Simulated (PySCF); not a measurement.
# GaGeH4Cl (SMILES [Cl][GaH][GeH3]) at 6 levels

Aim: a comparison of 6 runs (B3LYP/6-31G*, B3LYP/def2-SVP, CAM-B3LYP/def2-SVP, PBE/def2-SVP, SVWN5/def2-SVP, TPSS/def2-SVP) of GaGeH4Cl. The job is set up through a Python script.

The calculation is run with PySCF 2.14.0.

3 further runs of the same task are left out: 3 set aside as unsound or not needed.

## 1. The structure to begin with

The species is GaGeH4Cl (7 atoms), meant as a singlet with charge 0. As SMILES, `[Cl][GaH][GeH3]`. The shape is that of a PBE0-D4/def2-TZVP optimisation.

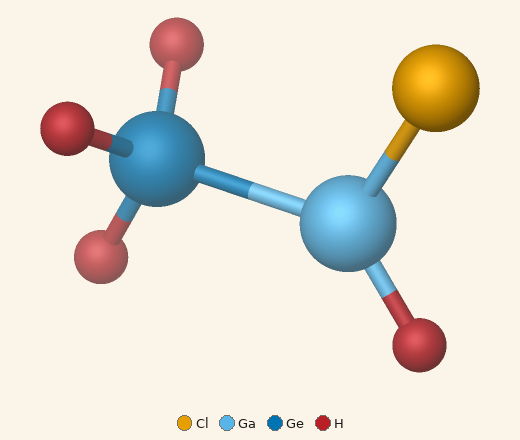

Viewed from a chosen angle; chlorine amber, gallium blue, germanium blue, hydrogen red.

## 2. A single-point energy at B3LYP/6-31G(d) (spherical functions) (run 1)

Contents of input.py:

```python
from pyscf import gto, dft

mol = gto.M(
    atom='''
Cl    -4.085966    -2.656766     2.490092
Ga    -1.413515    -2.057912    -0.533281
Ge     1.335658     1.583213     0.070298
H     -1.613070    -4.048738    -2.708922
H     -0.265884     4.004141     0.192941
H      2.780165     1.317517     2.576264
H      3.262612     1.858735    -2.087391
''',
    charge=0,
    unit='bohr',
    basis='6-31g*',
    verbose=4,
    spin=0,
    max_memory=1860,
)

ks = dft.RKS(mol)
ks.xc = 'b3lyp'
ks.grids.level = 5
ks.conv_tol = 1e-10
ks.kernel()
if not ks.converged:
    ks = ks.newton().run(ks.mo_coeff, ks.mo_occ)

e_tot = ks.e_tot
print('Final energy', e_tot)
```

Run with:

```sh
$ OMP_NUM_THREADS=1 python input.py
```

The log of the run:

```text
PySCF version 2.14.0

[INPUT] num. atoms = 7
[INPUT] num. electrons = 84
[INPUT] charge = 0
[INPUT] spin (= nelec alpha-beta = 2S) = 0
[INPUT] symmetry False subgroup None
[INPUT] Mole.unit = bohr
[INPUT] Symbol           X                Y                Z      unit          X                Y                Z       unit  Magmom
[INPUT]  1 Cl    -2.162200091794  -1.405900021947   1.317699939494 AA   -4.085966000000  -2.656766000000   2.490092000000 Bohr   0.0
[INPUT]  2 Ga    -0.747999925294  -1.089000132479  -0.282200152217 AA   -1.413515000000  -2.057912000000  -0.533281000000 Bohr   0.0
[INPUT]  3 Ge     0.706799775183   0.837800239632   0.037200099573 AA    1.335658000000   1.583213000000   0.070298000000 Bohr   0.0
[INPUT]  4 H     -0.853599883619  -2.142499882586  -1.433499788560 AA   -1.613070000000  -4.048738000000  -2.708922000000 Bohr   0.0
[INPUT]  5 H     -0.140699753548   2.118900166510   0.102099980252 AA   -0.265884000000   4.004141000000   0.192941000000 Bohr   0.0
[INPUT]  6 H      1.471199960597   0.697199971400   1.363300198114 AA    2.780165000000   1.317517000000   2.576264000000 Bohr   0.0
[INPUT]  7 H      1.726499918474   0.983600203139  -1.104599747480 AA    3.262612000000   1.858735000000  -2.087391000000 Bohr   0.0

nuclear repulsion = 492.216589060639
number of shells = 40
number of NR pGTOs = 257
number of NR cGTOs = 90
basis = 6-31g*
ecp = {}

******** <class 'pyscf.dft.rks.RKS'> ********
method = RKS
initial guess = minao
damping factor = 0
level_shift factor = 0
DIIS = <class 'pyscf.scf.diis.CDIIS'>
diis_start_cycle = 1
diis_space = 8
diis_damp = 0
SCF conv_tol = 1e-10
SCF conv_tol_grad = None
SCF max_cycles = 50
direct_scf = True
direct_scf_tol = 1e-13
XC library pyscf.dft.libxc version 7.0.0
    S. Lehtola, C. Steigemann, M. J.T. Oliveira, and M. A.L. Marques.,  SoftwareX 7, 1–5 (2018)
XC functionals = b3lyp
    P. J. Stephens, F. J. Devlin, C. F. Chabalowski, and M. J. Frisch.,  J. Phys. Chem. 98, 11623 (1994)
radial grids:
    Treutler-Ahlrichs [JCP 102, 346 (1995); DOI:10.1063/1.469408] (M4) radial grids

becke partition: Becke, JCP 88, 2547 (1988); DOI:10.1063/1.454033
pruning grids: <function nwchem_prune>
grids dens level: 5
symmetrized grids: False
atomic radii adjust function: <function treutler_atomic_radii_adjust>
small_rho_cutoff = 0
Set gradient conv threshold to 1e-05
Initial guess from minao.
tot grids = 227224
init E= -4462.93068526131
  HOMO = -0.276594713826388  LUMO = -0.0881000481088252  gap/eV = 5.12920
cycle= 1 E= -4463.97184904771  delta_E= -1.04  |g|= 0.678  |ddm|= 2.54
  HOMO = -0.238784466990536  LUMO = -0.10872448347435  gap/eV = 3.53911
cycle= 2 E= -4463.88936275373  delta_E= 0.0825  |g|= 0.957  |ddm|=  1.4
  HOMO = -0.274954849142126  LUMO = -0.0794598756162479  gap/eV = 5.31969
cycle= 3 E= -4464.03568249326  delta_E= -0.146  |g|= 0.0705  |ddm|= 0.938
  HOMO = -0.276133670081547  LUMO = -0.082504875337893  gap/eV = 5.26891
cycle= 4 E= -4464.03687954066  delta_E= -0.0012  |g|= 0.019  |ddm|= 0.111
  HOMO = -0.27754245667671  LUMO = -0.0821155882622193  gap/eV = 5.31784
cycle= 5 E= -4464.03696672936  delta_E= -8.72e-05  |g|= 0.00255  |ddm|= 0.0257
  HOMO = -0.277105744091528  LUMO = -0.0819129740509541  gap/eV = 5.31147
cycle= 6 E= -4464.03696875689  delta_E= -2.03e-06  |g|= 0.00103  |ddm|= 0.00552
  HOMO = -0.277114898610331  LUMO = -0.081928707142414  gap/eV = 5.31129
cycle= 7 E= -4464.03696893122  delta_E= -1.74e-07  |g|= 0.000219  |ddm|= 0.00112
  HOMO = -0.27712429962261  LUMO = -0.0819260684833329  gap/eV = 5.31161
cycle= 8 E= -4464.03696894091  delta_E= -9.69e-09  |g|= 4.37e-05  |ddm|= 0.000302
  HOMO = -0.277121882996201  LUMO = -0.0819244020574184  gap/eV = 5.31159
cycle= 9 E= -4464.03696894163  delta_E= -7.19e-10  |g|= 1.04e-05  |ddm|= 7.96e-05
  HOMO = -0.27712271436404  LUMO = -0.0819259141671451  gap/eV = 5.31158
cycle= 10 E= -4464.03696894167  delta_E= -4.18e-11  |g|= 1.61e-06  |ddm|= 2.06e-05
  HOMO = -0.277122478957104  LUMO = -0.0819257032675651  gap/eV = 5.31157
Extra cycle  E= -4464.03696894168  delta_E= -1.27e-11  |g|= 1.82e-06  |ddm|= 5.56e-06
converged SCF energy = -4464.03696894168
Final energy -4464.036968941684
```

Wall time 40 s (1 thread of Intel Xeon at 2.50GHz (Skylake/Cascade Lake), shared host); peak memory 0.48 GiB.

## 3. The energy at B3LYP/def2-SVP (run 2)

Contents of input.py:

```python
from pyscf import gto, dft

mol = gto.M(
    atom=[
    ('Cl', (-2.162200, -1.405900, 1.317700)),
    ('Ga', (-0.748000, -1.089000, -0.282200)),
    ('Ge', (0.706800, 0.837800, 0.037200)),
    ('H', (-0.853600, -2.142500, -1.433500)),
    ('H', (-0.140700, 2.118900, 0.102100)),
    ('H', (1.471200, 0.697200, 1.363300)),
    ('H', (1.726500, 0.983600, -1.104600)),
],
    basis='def2-svp',
    spin=0,
    max_memory=1860,
    verbose=3,
)

mf = dft.RKS(mol, xc='b3lyp')
mf.grids.level = 5
mf.conv_tol = 1e-10
mf.kernel()
if not mf.converged:
    mf = mf.newton().run(mf.mo_coeff, mf.mo_occ)

e_final = mf.e_tot
print('E(%s) = %.9f' % ('B3LYP', e_final))
```

Run with:

```sh
$ OMP_NUM_THREADS=1 python input.py
```

The log of the run:

```text
converged SCF energy = -4463.97047995943
E(B3LYP) = -4463.970479959
```

It took 40 s on 1 thread of Intel Xeon at 2.50GHz (Skylake/Cascade Lake), shared host; peak memory 0.55 GiB.

Runs 3 to 5 aren't shown in full; the table further down has their settings and results.

## 4. A single-point energy at TPSS/def2-SVP (run 6)

Contents of run.py:

```python
from pyscf import gto, dft

mol = gto.Mole()
mol.atom = '''
Cl    -4.085966    -2.656766     2.490092
Ga    -1.413515    -2.057912    -0.533281
Ge     1.335658     1.583213     0.070298
H     -1.613070    -4.048738    -2.708922
H     -0.265884     4.004141     0.192941
H      2.780165     1.317517     2.576264
H      3.262612     1.858735    -2.087391
'''
mol.verbose = 3
mol.max_memory = 1860
mol.unit = 'bohr'
mol.basis = 'def2-svp'
mol.build()

myscf = dft.RKS(mol, xc='tpss')
myscf.conv_tol = 1e-10
myscf.grids.level = 5
myscf.kernel()
if not myscf.converged:
    myscf = myscf.newton().run(myscf.mo_coeff, myscf.mo_occ)

etot = myscf.e_tot
print(f'total energy: {etot:.8f} hartree')
```

Run with:

```sh
$ OMP_NUM_THREADS=1 python run.py
```

The log of the run:

```text
converged SCF energy = -4463.86002062501
total energy: -4463.86002063 hartree
```

It took 66 s on 1 thread of Intel Xeon at 2.50GHz (Skylake/Cascade Lake), shared host; peak memory 0.56 GiB.

## 5. All runs side by side

```csv
run,level,energy (Eh),dipole moment (D),HOMO energy (eV),LUMO energy (eV),wall time
1,B3LYP/6-31G* (spherical functions),-4464.036969,2.20,-7.54,-2.23,40 s
2,B3LYP/def2-SVP,-4463.970480,1.75,-7.48,-2.18,40 s
3,CAM-B3LYP/def2-SVP,-4464.102603,1.84,-8.93,-1.01,71 s
4,PBE/def2-SVP,-4463.048919,1.65,-6.56,-2.70,42 s
5,SVWN5/def2-SVP,-4456.167800,1.64,-6.64,-2.91,25 s
6,TPSS/def2-SVP,-4463.860021,1.73,-6.74,-2.62,66 s
```

## 6. Outcome

```
            quantity           value
 run 6: total energy  -4463.86002 Eh
run 6: dipole moment          1.73 D
  run 6: HOMO energy        -6.74 eV
  run 6: LUMO energy        -2.62 eV
run 6: HOMO–LUMO gap         4.12 eV
```

What this shows: The dipole moment (its size) runs from 1.64 D (SVWN5/def2-SVP) to 2.20 D (B3LYP/6-31G*). The two ends differ in method and basis. The HOMO–LUMO gap runs from 3.73 eV (SVWN5/def2-SVP) to 7.92 eV (CAM-B3LYP/def2-SVP). Totals of different functionals can't be ranked against each other. All runs together took 4.7 min, the longest 71 s.
